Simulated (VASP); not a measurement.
# LaGe3Ir under strain, part 2 of 4

How does the pressure of LaGe3Ir answer to a change of volume? The bands are shown for each cell. All runs use r2SCAN. Left out of this account: 1 further run (self-consistent run: a reference on another mesh). The start is a computed cell from the Materials Project.

VASP 6.6.1; r2SCAN; plane waves and PAW (La, Ge_d, Ir).

Still holding for the runs below: Spin-orbit coupling is off here; with elements this heavy it splits and shifts levels by tenths of an eV or more.

So far, pressure (GPa): step 2 (bands, cell as listed) -0.242.

## Step 3: Bands, volume times 1.04

The cell is expanded evenly, with fractional positions held.

INCAR

```
SYSTEM = LaGe3Ir
PREC = Accurate
ENCUT = 410
EDIFF = 1E-06
NELM = 100
ISMEAR = -1
SIGMA = 0.05
LREAL = .FALSE.
ALGO = Normal
METAGGA = R2SCAN
LASPH = .TRUE.
NBANDS = 47
LORBIT = 11
LWAVE = .FALSE.
LCHARG = .FALSE.
KPAR = 4
```

POSCAR

```
LaGe3Ir
1.0
   -2.2528781276      2.2528781276      5.1182412316
    2.2528781276     -2.2528781276      5.1182412316
    2.2528781276      2.2528781276     -5.1182412316
La Ge Ir
1 3 1
Direct
    0.5785260100      0.5785260100      0.0000000000
    0.3426279300      0.8426279300      0.5000000000
    0.8426279300      0.3426279300      0.5000000000
    0.0004854700      0.0004854700      0.0000000000
    0.2387701500      0.2387701500      0.0000000000
```

KPOINTS

```
Automatic mesh
0
Gamma
10 10 10
0 0 0
```

KPOINTS_OPT

```
Line mode
16
Line-mode
Reciprocal
  0.00000000   0.00000000   0.00000000 GAMMA
  0.00000000   0.00000000   0.50000000 X

  0.00000000   0.00000000   0.50000000 X
 -0.09687326   0.09687326   0.50000000 Y

 -0.09687326   0.09687326   0.50000000 Y
 -0.29843663   0.29843663   0.29843663 S

 -0.29843663   0.29843663   0.29843663 S
  0.00000000   0.00000000   0.00000000 GAMMA

  0.00000000   0.00000000   0.00000000 GAMMA
  0.50000000   0.50000000  -0.50000000 Z

  0.50000000   0.50000000  -0.50000000 Z
  0.29843663   0.70156337  -0.29843663 S1

  0.29843663   0.70156337  -0.29843663 S1
  0.00000000   0.50000000   0.00000000 N

  0.00000000   0.50000000   0.00000000 N
  0.25000000   0.25000000   0.25000000 P

  0.25000000   0.25000000   0.25000000 P
  0.50000000   0.50000000  -0.09687326 Y1

  0.50000000   0.50000000  -0.09687326 Y1
  0.50000000   0.50000000  -0.50000000 Z

  0.00000000   0.00000000   0.50000000 X
  0.25000000   0.25000000   0.25000000 P
```

Potentials, in the order of the species: La, Ge_d and Ir (PBE family, release 64).

Launch:

```
$ mpirun -np 4 vasp_std
```

What it wrote:

```text
[banner, memory and clock lines left out]
running    4 mpi-ranks, on    1 nodes
 distrk:  each k-point on    1 cores,    4 groups
 distr:  one band on    1 cores,    1 groups

 POSCAR found type information on POSCAR LaGeIr
 POSCAR found :  3 types and       5 ions
 [... a notice as in an earlier step ...]

 LDA part: xc-table for (None), standard interpolation
 POSCAR, INCAR and KPOINTS ok, starting setup
 FFT: planning ... GRIDC
 FFT: planning ... GRID_SOFT
 FFT: planning ... GRID
 WAVECAR not read
 entering main loop
       N       E                     dE             d eps       ncg     rms          rms(c)
DAV:   1     0.526821843575E+03    0.52682E+03   -0.22661E+04 11657   0.283E+03
DAV:   2     0.272605784096E+01   -0.52410E+03   -0.45656E+03  9596   0.706E+02
DAV:   3    -0.125943856507E+03   -0.12867E+03   -0.12209E+03  9854   0.208E+02
DAV:   4    -0.136805605627E+03   -0.10862E+02   -0.10632E+02 13844   0.672E+01
DAV:   5    -0.137431761369E+03   -0.62616E+00   -0.62142E+00 15016   0.157E+01    0.124E+01
DAV:   6    -0.128174250658E+03    0.92575E+01   -0.79958E+00 14653   0.210E+01    0.532E+00
DAV:   7    -0.127589836542E+03    0.58441E+00   -0.23289E+00 13766   0.110E+01    0.314E+00
DAV:   8    -0.127631352892E+03   -0.41516E-01   -0.42352E-01 14241   0.513E+00    0.140E+00
DAV:   9    -0.127613473009E+03    0.17880E-01   -0.17228E-01 14467   0.333E+00    0.541E-01
DAV:  10    -0.127617076492E+03   -0.36035E-02   -0.20120E-02 14595   0.118E+00    0.252E-01
DAV:  11    -0.127616691318E+03    0.38517E-03   -0.35482E-03 16556   0.432E-01    0.108E-01
DAV:  12    -0.127616837453E+03   -0.14614E-03   -0.95960E-04 14644   0.161E-01    0.302E-02
DAV:  13    -0.127616826615E+03    0.10838E-04   -0.83052E-05 14718   0.815E-02    0.137E-02
DAV:  14    -0.127616820448E+03    0.61670E-05   -0.25808E-05 14540   0.343E-02    0.597E-03
DAV:  15    -0.127616821238E+03   -0.79007E-06   -0.25593E-06 11462   0.137E-02
   1 F= -.12761682E+03 E0= -.12761146E+03  d E =-.107286E-01
 Start KPOINTS_OPT (optional k-point list driver)
k-point batch [1-102\176]
       N       E                     dE             ncg
DAV:   1     0.124990715086E+05   -0.99865E+05    11845
DAV:   2    -0.422959512092E+05   -0.54795E+05     9604
DAV:   3    -0.554322284926E+05   -0.13136E+05     9847
DAV:   4    -0.564869071747E+05   -0.10547E+04    13556
DAV:   5    -0.565436799040E+05   -0.56773E+02    15566
DAV:   6    -0.565460664289E+05   -0.23865E+01    15296
DAV:   7    -0.565461567717E+05   -0.90343E-01    15847
DAV:   8    -0.565461606343E+05   -0.38625E-02    15621
DAV:   9    -0.565461607583E+05   -0.12404E-03    14629
DAV:  10    -0.565461607624E+05   -0.41437E-05     8254
DAV:  11    -0.565461607633E+05   -0.81421E-06     6927
k-point batch [103-176\176]
       N       E                     dE             ncg
DAV:   1     0.416522267990E+05   -0.10510E+06     8484
DAV:   2     0.170334455150E+04   -0.39949E+05     6956
DAV:   3    -0.806493179127E+04   -0.97683E+04     7208
DAV:   4    -0.884601617762E+04   -0.78108E+03     9648
DAV:   5    -0.888705183276E+04   -0.41036E+02    11258
DAV:   6    -0.888879445915E+04   -0.17426E+01    11266
DAV:   7    -0.888885232201E+04   -0.57863E-01    11561
DAV:   8    -0.888885516150E+04   -0.28395E-02    11466
DAV:   9    -0.888885525028E+04   -0.88781E-04    10430
DAV:  10    -0.888885525304E+04   -0.27617E-05     6155
DAV:  11    -0.888885525363E+04   -0.59018E-06     5188
```

Run time: 8.3 min. Hardware: 4 MPI ranks of Intel Xeon 6975P-C (Granite Rapids), shared host; peak memory 2.6 GiB; 33 min of CPU time.

OUTCAR, selected parts (step 3):

```text
  LATTYP: Found a body centered tetragonal cell.
 ALAT       =     4.5057562552
 C/A-ratio  =     2.2718677805

The static configuration has the point symmetry C_4v.

 Found    102 irreducible k-points:

   ENCUT  =  410.0 eV  30.13 Ry    5.49 a.u.   9.95  9.95  9.95*2*pi/ulx,y,z

   NELECT =      62.0000    total number of electrons

 E-fermi :   7.8696

 k-point     1 :       0.0000    0.0000    0.0000
  band No.  band energies     occupation
    ...
     28       5.1767      2.00000
     29       6.3985      2.00000
     30       6.3985      2.00000
     31       7.7474      1.84033
     32       7.7474      1.84028
     33       9.2086      0.00000
     34       9.2723      0.00000
     35       9.9453      0.00000
     36       9.9707      0.00000
     37       9.9707      0.00000
    ...

 k-point     2 :       0.1000   -0.0000    0.0000
  band No.  band energies     occupation
    ...
     28       5.1820      2.00000
     29       6.4109      2.00000
     30       6.4256      2.00000
     31       7.3348      1.99995
     32       7.5874      1.99295
     33       9.2770      0.00000
     34       9.4908      0.00000
     35       9.9478      0.00000
     36       9.9485      0.00000
     37       9.9833      0.00000
    ...

  Total       -2.9040185     -2.9040185     -3.2033587      0.0000000      0.0000000      0.0000000
  in kB      -44.7768799    -44.7768799    -49.3923873      0.0000000      0.0000000      0.0000000
  external PRESSURE =     -46.3153823 kB  Pullay stress =       0.0000000 kB

  energy-cutoff  :      410.00
  volume of cell :      103.91
      direct lattice vectors                 reciprocal lattice vectors
    -2.252878128  2.252878128  5.118241232     0.000000000  0.221938326  0.097689807
     2.252878128 -2.252878128  5.118241232     0.221938326  0.000000000  0.097689807
     2.252878128  2.252878128 -5.118241232     0.221938326  0.221938326  0.000000000

 POSITION                                       TOTAL-FORCE (eV/Angst)
 -----------------------------------------------------------------------------------
      0.00000      0.00000      5.92207         0.000000      0.000000     -0.033413
      2.25288      0.00000      3.50730         0.000000     -0.000000     -0.129904
      0.00000      2.25288      3.50730        -0.000000      0.000000     -0.129904
      0.00000      0.00000      0.00497        -0.000000     -0.000000      0.174492
      0.00000      0.00000      2.44417         0.000000      0.000000      0.118728
 -----------------------------------------------------------------------------------
    total drift:                                0.000068      0.000068     -0.000236

  FREE ENERGIE OF THE ION-ELECTRON SYSTEM (eV)
  ---------------------------------------------------
  free  energy   TOTEN  =      -127.6168212380 eV

  energy  without entropy=     -127.6060926314  energy(sigma->0) =     -127.61145693

 total charge
# of ion       s       p       d       f       tot
--------------------------------------------------
    1        1.977   5.673   0.637   0.144   8.431
    2        1.136   1.150  10.056   0.000  12.342
    3        1.136   1.150  10.056   0.000  12.342
    4        1.131   1.205  10.040   0.000  12.376
    5        0.662   0.653   7.144   0.000   8.458
--------------------------------------------------
tot          6.041   9.831  37.933   0.144  53.948

[... 3 parts as in an earlier step ...]

[... 7 further parts left out ...]
```

Numbers from this step:

* free energy (TOTEN): -127.6168 eV
* energy at zero smearing: -127.6115 eV
* Fermi energy: 7.870 eV
* pressure: -4.632 GPa

Electronic bands along the path, in eV, zero at the Fermi level; # counts the bands kept, so #1 is VASP's band 21:

| point | #8 | #9 | #10 | #11 | #12 | #13 | #14 | #15 |
| --- | --- | --- | --- | --- | --- | --- | --- | --- |
| Γ | -2.69 | -1.47 | -1.47 | -0.12 | -0.12 | 1.34 | 1.40 | 2.08 |
| X | -2.90 | -2.78 | -1.89 | -1.71 | 1.82 | 1.85 | 2.03 | 2.12 |
| Y | -2.73 | -2.31 | -1.92 | -1.38 | 1.65 | 1.86 | 2.00 | 2.06 |
| S | -2.44 | -2.24 | -1.46 | -0.29 | 0.78 | 1.58 | 1.96 | 1.99 |
| Γ | -2.69 | -1.47 | -1.47 | -0.12 | -0.12 | 1.34 | 1.40 | 2.08 |
| Z | -2.55 | -2.27 | -0.26 | 0.96 | 0.96 | 1.21 | 1.55 | 2.00 |
| S1 | -2.44 | -2.24 | -1.46 | -0.29 | 0.78 | 1.58 | 1.96 | 1.99 |
| N | -2.66 | -2.08 | -1.28 | -0.59 | 0.24 | 1.40 | 1.95 | 1.97 |
| P | -2.76 | -2.28 | -2.28 | -1.76 | 1.40 | 1.93 | 1.93 | 2.12 |
| Y1 | -2.73 | -2.31 | -1.92 | -1.38 | 1.65 | 1.86 | 2.00 | 2.06 |
| Z | -2.55 | -2.27 | -0.26 | 0.96 | 0.96 | 1.21 | 1.55 | 2.00 |
| jump to X | -2.90 | -2.78 | -1.89 | -1.71 | 1.82 | 1.85 | 2.03 | 2.12 |
| P | -2.76 | -2.28 | -2.28 | -1.76 | 1.40 | 1.93 | 1.93 | 2.12 |

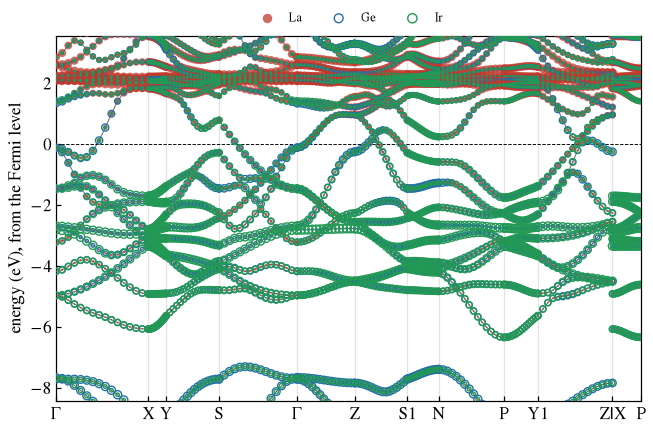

Electronic bands along the path; dots are coloured as in the legend, and their area grows with the weight.

Force by atom:

```
atom  x (eV/Å)  y (eV/Å)  z (eV/Å)   size
 La1     0.000     0.000    -0.033  0.033
 Ge2     0.000     0.000    -0.130  0.130
 Ge3     0.000     0.000    -0.130  0.130
 Ge4     0.000     0.000     0.174  0.174
 Ir5     0.000     0.000     0.119  0.119
```

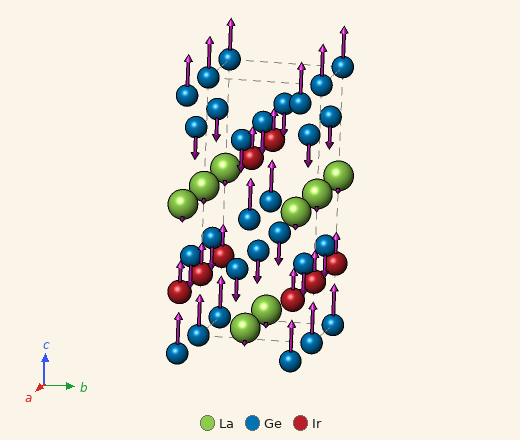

Force as arrows, the longest 0.174 eV/Å. 2×1×1 conventional cells are drawn. Some periodic images of atoms are drawn too.

 The pressure is -4.63 GPa.

## Step 4: Bands, volume times 1.08

The cell is expanded evenly, with fractional positions held.

INCAR is that of step 3.

POSCAR, as its differences from that of step 3:

```diff
@@ -2,5 +2,5 @@
 1.0
-   -2.2528781276      2.2528781276      5.1182412316
-    2.2528781276     -2.2528781276      5.1182412316
-    2.2528781276      2.2528781276     -5.1182412316
+   -2.2813986000      2.2813986000      5.1830359738
+    2.2813986000     -2.2813986000      5.1830359738
+    2.2813986000      2.2813986000     -5.1830359738
 La Ge Ir
```

KPOINTS is that of step 3.

KPOINTS_OPT

```
Line mode
16
Line-mode
Reciprocal
  0.00000000   0.00000000   0.00000000 GAMMA
  0.50000000  -0.50000000   0.00000000 X

  0.50000000  -0.50000000   0.00000000 X
  0.50000000  -0.50000000   0.09687326 Y

  0.50000000  -0.50000000   0.09687326 Y
  0.29843663  -0.29843663   0.29843663 S

  0.29843663  -0.29843663   0.29843663 S
  0.00000000   0.00000000   0.00000000 GAMMA

  0.00000000   0.00000000   0.00000000 GAMMA
  0.50000000   0.50000000  -0.50000000 Z

  0.50000000   0.50000000  -0.50000000 Z
  0.70156337   0.29843663  -0.29843663 S1

  0.70156337   0.29843663  -0.29843663 S1
  0.50000000   0.00000000   0.00000000 N

  0.50000000   0.00000000   0.00000000 N
  0.75000000  -0.25000000  -0.25000000 P

  0.75000000  -0.25000000  -0.25000000 P
  0.90312674   0.09687326  -0.50000000 Y1

  0.90312674   0.09687326  -0.50000000 Y1
  0.50000000   0.50000000  -0.50000000 Z

  0.50000000  -0.50000000   0.00000000 X
  0.75000000  -0.25000000  -0.25000000 P
```

Launch:

```
$ mpirun -np 4 vasp_std
```

What it wrote:

```text
[... set-up lines as in an earlier step ...]
 entering main loop
       N       E                     dE             d eps       ncg     rms          rms(c)
DAV:   1     0.526973702012E+03    0.52697E+03   -0.22821E+04 11719   0.279E+03
DAV:   2     0.386444620179E+01   -0.52311E+03   -0.45680E+03  9612   0.708E+02
DAV:   3    -0.125644293771E+03   -0.12951E+03   -0.12273E+03  9980   0.208E+02
DAV:   4    -0.136657018465E+03   -0.11013E+02   -0.10784E+02 13797   0.673E+01
DAV:   5    -0.137302791883E+03   -0.64577E+00   -0.64158E+00 15187   0.158E+01    0.114E+01
DAV:   6    -0.128059178232E+03    0.92436E+01   -0.82633E+00 14625   0.208E+01    0.546E+00
DAV:   7    -0.127430076164E+03    0.62910E+00   -0.23544E+00 13902   0.107E+01    0.290E+00
DAV:   8    -0.127479985071E+03   -0.49909E-01   -0.45522E-01 14361   0.478E+00    0.145E+00
DAV:   9    -0.127460534868E+03    0.19450E-01   -0.18202E-01 14426   0.328E+00    0.537E-01
DAV:  10    -0.127464820599E+03   -0.42857E-02   -0.19993E-02 14553   0.103E+00    0.275E-01
DAV:  11    -0.127464201507E+03    0.61909E-03   -0.39038E-03 16488   0.437E-01    0.107E-01
DAV:  12    -0.127464379340E+03   -0.17783E-03   -0.99388E-04 14554   0.156E-01    0.300E-02
DAV:  13    -0.127464370301E+03    0.90382E-05   -0.81299E-05 14749   0.680E-02    0.139E-02
DAV:  14    -0.127464363687E+03    0.66139E-05   -0.26915E-05 14715   0.306E-02    0.558E-03
DAV:  15    -0.127464364829E+03   -0.11418E-05   -0.20699E-06 10897   0.128E-02    0.224E-03
DAV:  16    -0.127464364776E+03    0.52789E-07   -0.12108E-06  8138   0.871E-03
   1 F= -.12746436E+03 E0= -.12745898E+03  d E =-.107769E-01
 Start KPOINTS_OPT (optional k-point list driver)
k-point batch [1-102\176]
       N       E                     dE             ncg
DAV:   1     0.104806713109E+05   -0.10329E+06    11768
DAV:   2    -0.445280688637E+05   -0.55009E+05     9612
DAV:   3    -0.577612115068E+05   -0.13233E+05    10015
DAV:   4    -0.588374909033E+05   -0.10763E+04    13392
DAV:   5    -0.588954003216E+05   -0.57909E+02    15571
DAV:   6    -0.588978573033E+05   -0.24570E+01    15218
DAV:   7    -0.588979562844E+05   -0.98981E-01    15861
DAV:   8    -0.588979606753E+05   -0.43909E-02    15638
DAV:   9    -0.588979608200E+05   -0.14471E-03    14461
DAV:  10    -0.588979608246E+05   -0.46455E-05     8411
DAV:  11    -0.588979608255E+05   -0.85398E-06     6939
k-point batch [103-176\176]
       N       E                     dE             ncg
DAV:   1     0.379160591394E+05   -0.10662E+06     8549
DAV:   2    -0.188133398385E+04   -0.39797E+05     6980
DAV:   3    -0.115478550631E+05   -0.96665E+04     7173
DAV:   4    -0.123125241045E+05   -0.76467E+03     9682
DAV:   5    -0.123529370958E+05   -0.40413E+02    11349
DAV:   6    -0.123545894236E+05   -0.16523E+01    11132
DAV:   7    -0.123546450620E+05   -0.55638E-01    11703
DAV:   8    -0.123546478621E+05   -0.28001E-02    11205
DAV:   9    -0.123546479442E+05   -0.82054E-04    10716
DAV:  10    -0.123546479470E+05   -0.28354E-05     5951
DAV:  11    -0.123546479476E+05   -0.61013E-06     5198
```

It took 8.1 min on 4 MPI ranks; peak memory 2.6 GiB.

OUTCAR, selected parts (step 4):

```text
  LATTYP: Found a body centered tetragonal cell.
 ALAT       =     4.5627972000
 C/A-ratio  =     2.2718677805

The static configuration has the point symmetry C_4v.

 Found    102 irreducible k-points:

   ENCUT  =  410.0 eV  30.13 Ry    5.49 a.u.  10.08 10.08 10.08*2*pi/ulx,y,z

   NELECT =      62.0000    total number of electrons

 E-fermi :   7.4496

 k-point     1 :       0.0000    0.0000    0.0000
  band No.  band energies     occupation
    ...
     28       4.8501      2.00000
     29       6.0599      2.00000
     30       6.0599      2.00000
     31       7.3378      1.80680
     32       7.3378      1.80676
     33       8.7222      0.00000
     34       8.7649      0.00000
     35       9.4133      0.00000
     36       9.4276      0.00000
     37       9.4276      0.00000
    ...

 k-point     2 :       0.1000   -0.0000    0.0000
  band No.  band energies     occupation
    ...
     28       4.8540      2.00000
     29       6.0657      2.00000
     30       6.0848      2.00000
     31       6.9315      1.99994
     32       7.1891      1.98913
     33       8.7835      0.00000
     34       8.9957      0.00000
     35       9.4074      0.00000
     36       9.4118      0.00000
     37       9.4406      0.00000
    ...

  Total       -5.2551320     -5.2551320     -5.7233779      0.0000000     -0.0000000      0.0000000
  in kB      -78.0274934    -78.0274934    -84.9799453      0.0000000     -0.0000000      0.0000000
  external PRESSURE =     -80.3449774 kB  Pullay stress =       0.0000000 kB

  energy-cutoff  :      410.00
  volume of cell :      107.91
      direct lattice vectors                 reciprocal lattice vectors
    -2.281398600  2.281398600  5.183035974     0.000000000  0.219163806  0.096468557
     2.281398600 -2.281398600  5.183035974     0.219163806  0.000000000  0.096468557
     2.281398600  2.281398600 -5.183035974     0.219163806  0.219163806  0.000000000

 POSITION                                       TOTAL-FORCE (eV/Angst)
 -----------------------------------------------------------------------------------
      0.00000      0.00000      5.99704         0.000000      0.000000     -0.081898
      2.28140      0.00000      3.55171         0.000000      0.000000     -0.236308
      0.00000      2.28140      3.55171         0.000000      0.000000     -0.236308
      0.00000      0.00000      0.00503        -0.000000     -0.000000      0.338665
      0.00000      0.00000      2.47511        -0.000000     -0.000000      0.215850
 -----------------------------------------------------------------------------------
    total drift:                                0.000084      0.000084     -0.019292

  FREE ENERGIE OF THE ION-ELECTRON SYSTEM (eV)
  ---------------------------------------------------
  free  energy   TOTEN  =      -127.4643647764 eV

  energy  without entropy=     -127.4535878624  energy(sigma->0) =     -127.45897632

 total charge
# of ion       s       p       d       f       tot
--------------------------------------------------
    1        1.975   5.672   0.612   0.138   8.397
    2        1.138   1.117  10.046   0.000  12.301
    3        1.138   1.117  10.046   0.000  12.301
    4        1.132   1.174  10.032   0.000  12.338
    5        0.646   0.613   7.105   0.000   8.364
--------------------------------------------------
tot          6.029   9.693  37.841   0.138  53.702

[... 3 parts as in an earlier step ...]

[... 7 further parts left out ...]
```

Numbers from this step:

| Item | Value |
| --- | --- |
| SCF cycles | 16 |
| free energy (TOTEN) | -127.4644 eV |
| energy at zero smearing | -127.4590 eV |
| Fermi energy | 7.450 eV |
| pressure | -8.034 GPa |

Electronic bands along the path, in eV, zero at the Fermi level; # counts the bands kept, so #1 is VASP's band 21:

```
    point     #8     #9    #10    #11    #12   #13   #14   #15
        Γ  -2.60  -1.39  -1.39  -0.11  -0.11  1.27  1.32  1.96
        X  -2.77  -2.65  -1.81  -1.63   1.73  1.75  1.91  1.99
        Y  -2.62  -2.20  -1.84  -1.32   1.59  1.75  1.89  1.93
        S  -2.32  -2.17  -1.42  -0.28   0.77  1.48  1.86  1.87
        Γ  -2.60  -1.39  -1.39  -0.11  -0.11  1.27  1.32  1.96
        Z  -2.45  -2.20  -0.30   0.97   0.97  1.17  1.50  1.87
       S1  -2.32  -2.17  -1.42  -0.28   0.77  1.48  1.86  1.87
        N  -2.56  -1.99  -1.22  -0.56   0.26  1.31  1.83  1.89
        P  -2.64  -2.17  -2.17  -1.68   1.34  1.82  1.82  1.99
       Y1  -2.62  -2.20  -1.84  -1.32   1.59  1.75  1.89  1.93
        Z  -2.45  -2.20  -0.30   0.97   0.97  1.17  1.50  1.87
jump to X  -2.77  -2.65  -1.81  -1.63   1.73  1.75  1.91  1.99
        P  -2.64  -2.17  -2.17  -1.68   1.34  1.82  1.82  1.99
```

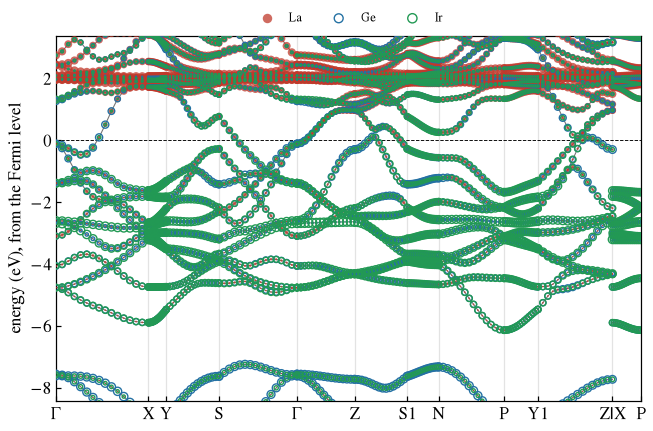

Electronic bands along the path; dots are coloured as in the legend, and their area grows with the weight.

Force by atom:

```
atom  x (eV/Å)  y (eV/Å)  z (eV/Å)   size
 La1     0.000     0.000    -0.082  0.082
 Ge2     0.000     0.000    -0.236  0.236
 Ge3     0.000     0.000    -0.236  0.236
 Ge4     0.000     0.000     0.339  0.339
 Ir5     0.000     0.000     0.216  0.216
```

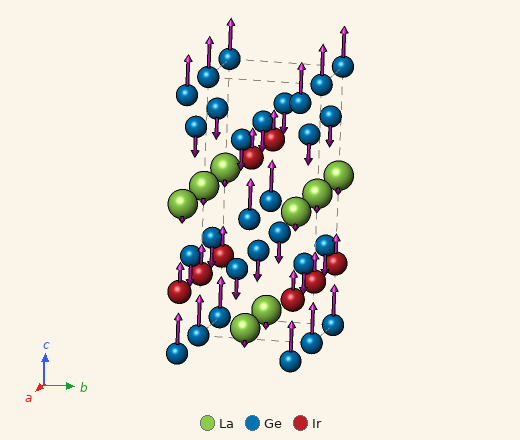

Force as arrows, the longest 0.339 eV/Å. 2×1×1 conventional cells are drawn. Some periodic images of atoms are drawn too.

 The pressure is -8.03 GPa.

[end of part 2 of 4]

[Lines on the potential files, build, host, timing and source positions are cut from VASP's logs without a mark.]

[Logs are printed without paths, hosts, clocks, repeated set-up lines and the standing remarks that a program may print on its own settings, such as how far it seeks lower states.]

[Hosts, paths, dates, database ids (printed as entryN), source tags and the programs' standing remarks are cut or masked in the printed files.]

[A measured line is paired with the nearest computed mode of its activity, which favours agreement.]
